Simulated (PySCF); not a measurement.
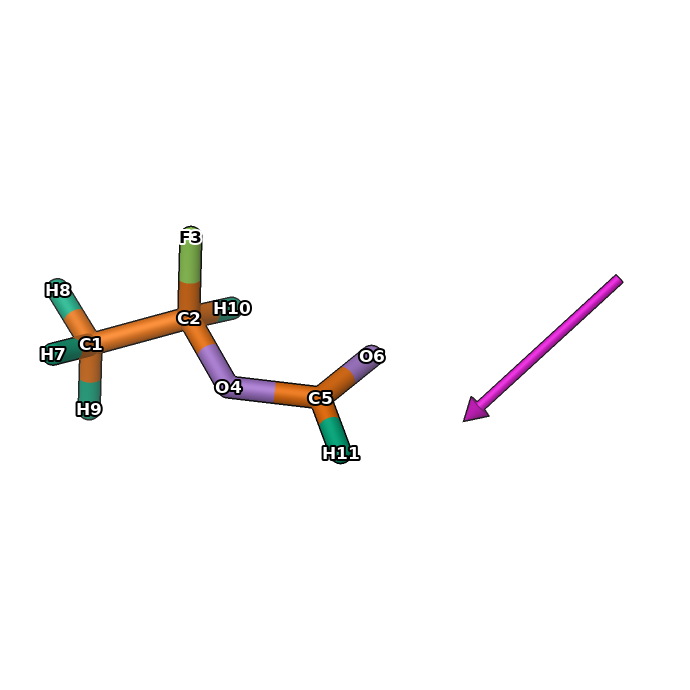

The arrow beside the molecule shows the direction of the dipole moment, from the negative to the positive end (its length means nothing). The geometry was computed by an optimisation with PBE0-D3(BJ)/def2-SVP. No frequency run is at hand to confirm it as a minimum. Level of theory: ωB97X-D/def2-SVPD, gas phase (PySCF 2.14.0).

**How large is the dipole moment?**

2.68 D; it points from the side of O6 to the side of H9 (the outermost atoms at the two ends).
